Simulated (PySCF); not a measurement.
# AlCl2 (SMILES [Cl][Al][Cl]): levels of theory compared

We compute a comparison of 5 runs (UMP2/STO-3G, UCCSDT/STO-3G, UCISD/STO-3G, UCCSD(T)/STO-3G, FCI/STO-3G) of AlCl2. 

The results are computed with PySCF 2.14.0.

7 further runs of the same task are left out: 7 set aside as unsound or not needed.

## (1) Starting point

AlCl2: 3 atoms, total charge 0, spin state doublet. SMILES: `[Cl][Al][Cl]`. The Al2–Cl3 distance was set to 3.153 Å, away from the relaxed value. At this shape a bond of the SMILES string is far longer than usual.

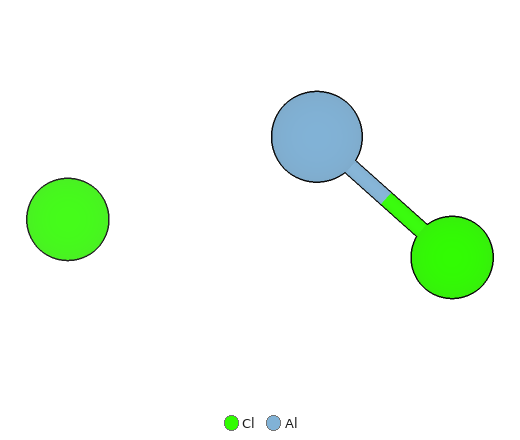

The structure, seen from a chosen angle (chlorine green, aluminium light blue).

## (2) The energy at UMP2/STO-3G (run 1)

Contents of run.py:

```python
from pyscf import gto, mp

mol = gto.M(
    atom='''
Cl   1.635550   1.855552   1.087450
Al  -0.171350   1.507952   0.071550
Cl  -0.953600  -1.453800  -0.674700
''',
    verbose=4,
    max_memory=1860,
    basis='sto-3g',
    spin=1,
)

mf = mol.UHF()
mf.conv_tol = 1e-10
mf.kernel()
if not mf.converged:
    mf = mf.newton().run(mf.mo_coeff, mf.mo_occ)

pt = mp.MP2(mf, frozen=15).run()
energy = pt.e_tot
print('E(%s) = %.9f' % ('MP2', energy))
```

Command:

```
OMP_NUM_THREADS=1 python run.py
```

The program printed:

```text
PySCF version 2.14.0

[INPUT] num. atoms = 3
[INPUT] num. electrons = 47
[INPUT] charge = 0
[INPUT] spin (= nelec alpha-beta = 2S) = 1
[INPUT] symmetry False subgroup None
[INPUT] Mole.unit = angstrom
[INPUT] Symbol           X                Y                Z      unit          X                Y                Z       unit  Magmom
[INPUT]  1 Cl     1.635550000000   1.855552000000   1.087450000000 AA    3.090741563032   3.506485089889   2.054982674158 Bohr   0.0
[INPUT]  2 Al    -0.171350000000   1.507952000000   0.071550000000 AA   -0.323804571444   2.849616288990   0.135209904213 Bohr   0.0
[INPUT]  3 Cl    -0.953600000000  -1.453800000000  -0.674700000000 AA   -1.802042832385  -2.747283839893  -1.274998216244 Bohr   0.0

[... 92 lines left out ...]
converged SCF energy = -1148.20655636913  <S^2> = 0.79522903  2S+1 = 2.0447289
[... 1 line left out ...]
******** <class 'pyscf.mp.ump2.UMP2'> ********
nocc = (np.int64(9), np.int64(8)), nmo = (12, 12)
frozen orbitals 15
E(UMP2) = -1148.22946738595  E_corr = -0.0229110168143257
E(SCS-UMP2) = -1148.23190562778  E_corr = -0.0253492586515926
E_corr(same-spin) = -0.00247380176030568
E_corr(oppo-spin) = -0.02043721505402
E(MP2) = -1148.229467386
```

It took 0.62 s on 1 thread of Arm Neoverse V2, shared host; peak memory 0.12 GiB.

## (3) A single-point energy at UCCSDT/STO-3G (run 2)

Contents of run.py:

```python
from pyscf import gto, cc

mol = gto.M(
    atom=[
    ('Cl', (1.635550, 1.855552, 1.087450)),
    ('Al', (-0.171350, 1.507952, 0.071550)),
    ('Cl', (-0.953600, -1.453800, -0.674700)),
],
    verbose=3,
    spin=1,
    max_memory=1860,
    charge=0,
    basis='sto-3g',
)

hf = mol.UHF()
hf.conv_tol = 1e-10
hf.kernel()
if not hf.converged:
    hf = hf.newton().run(hf.mo_coeff, hf.mo_occ)

mycc = cc.CCSDT(hf, frozen=15)
mycc.kernel()
e_tot = mycc.e_tot
print('E = %.10f Eh' % e_tot)
```

Command:

```
OMP_NUM_THREADS=1 python run.py
```

The program printed:

```text
converged SCF energy = -1148.20655636913  <S^2> = 0.79522903  2S+1 = 2.0447289
_make_eris_incore_UCCSDT

WARN: A large `blksize_v_aaa` is being used, which may cause large memory consumption
      for storing contraction intermediates. If memory is sufficient, consider using
      `pyscf.cc.uccsdt_highm.UCCSDT` instead.

WARN: A large `blksize_v_aab` is being used, which may cause large memory consumption
      for storing contraction intermediates. If memory is sufficient, consider using
      `pyscf.cc.uccsdt_highm.UCCSDT` instead.

UCCSDT converged
E(UCCSDT) = -1148.244009895154   E_corr = -0.0374535260227031
E_corr(same-spin) = -0.00323162477273394
E_corr(oppo-spin) = -0.0342219012499692
E = -1148.2440098952 Eh
```

Wall time 2.1 s (1 thread of Arm Neoverse V2, shared host); peak memory 0.12 GiB.

Runs 3 to 4 aren't shown in full; the table further down has their settings and results.

## (4) The energy at FCI/STO-3G (run 5)

Contents of calc.py:

```python
from pyscf import gto, mcscf

mol = gto.M(
    atom='''
Cl     3.090742     3.506485     2.054983
Al    -0.323805     2.849616     0.135210
Cl    -1.802043    -2.747284    -1.274998
''',
    charge=0,
    max_memory=1860,
    verbose=3,
    unit='bohr',
    basis='sto-3g',
    spin=1,
)

mf = mol.ROHF()
mf.conv_tol = 1e-10
mf.kernel()
if not mf.converged:
    mf = mf.newton().run(mf.mo_coeff, mf.mo_occ)

cas = mcscf.CASCI(mf, mf.mo_coeff.shape[-1] - 15, (mol.nelec[0] - 15, mol.nelec[1] - 15))  # full CI above the frozen core
cas.fix_spin_(ss=0.75)
cas.kernel()
e_tot = cas.e_tot
print('E(%s) = %.9f' % ('FCI', e_tot))
```

Command:

```
OMP_NUM_THREADS=1 python calc.py
```

The program printed:

```text
converged SCF energy = -1148.20422169443
CASCI E = -1148.24403589156  E(CI) = -45.3831087267811  S^2 = 0.7500000
E(FCI) = -1148.244035892
```

Run time: 3.9 s. Hardware: 1 thread of Arm Neoverse V2, shared host; peak memory 0.14 GiB.

## (5) Overview of the runs

```tsv
run	level	energy (Eh)	dipole moment (D) of the reference	HOMO energy (eV)	LUMO energy (eV)	wall time
1	UMP2/STO-3G	-1148.229467	3.55	-6.34	1.31	0.62 s
2	UCCSDT/STO-3G	-1148.244010	3.55	-6.34	1.31	2.1 s
3	UCISD/STO-3G	-1148.242802	3.55	-6.34	1.31	0.66 s
4	UCCSD(T)/STO-3G	-1148.243927	3.55	-6.34	1.31	0.72 s
5	FCI/STO-3G	-1148.244036	3.52	–	–	3.9 s
```

## (6) Outcome

```
                                           quantity           value
                                run 5: total energy  -1148.24404 Eh
        run 5: dipole moment (Hartree–Fock density)          3.52 D
run 5: correlation energy (15 core orbitals frozen)       -39.8 mEh
```

What this shows: Against full CI in this basis: UMP2 +14.6 mEh; UCCSDT +0.0 mEh; UCISD +1.2 mEh; UCCSD(T) +0.1 mEh. In runs 1, 2, 3, 4, 5 the basis is minimal, so the values are rough. All runs together took 8 s, the longest 3.9 s.
